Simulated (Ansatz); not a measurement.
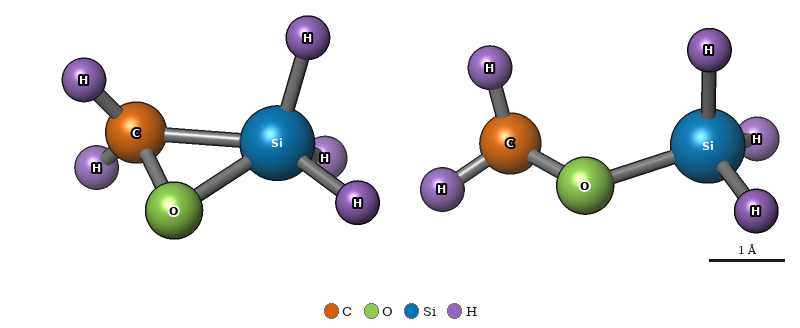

Two geometries of CH₅OSi (charge −1), drawn at one scale. One is the start of a relaxation, the other its converged end. A ball-and-stick model, seen face on.

Method: RKS PBE-D4/def2-SVPD (Ansatz). (force threshold 0.03 eV/Å; at most 250 steps)

### Which one is relaxed?

The left one is the relaxed one. It is one of the separated reactants of a reaction. The atom that moves furthest after the best rigid fit is an H atom (1.06 Å). By element the largest moves are H 1.06 Å, O 0.55 Å, C 0.43 Å, Si 0.43 Å. Some distances before and after: C–Si 2.682 → 1.931 Å, C–O 1.379 → 1.505 Å, H–Si 1.420 → 1.542 Å, H–Si 1.542 → 1.579 Å. Bond angles that change, for instance: C–O–Si 117.1° → 72.1°, O–Si–H 99.2° → 125.3°, H–Si–H 117.7° → 97.4°. Groups turn about C–O by about 40°. The energy falls by 38.0 kcal/mol in 9 accepted moves (10 points after the start). Largest force component: 4.4 eV/Å at the start, 0.02 eV/Å at the end. The line search rejected the trial step at point 7 of the run.
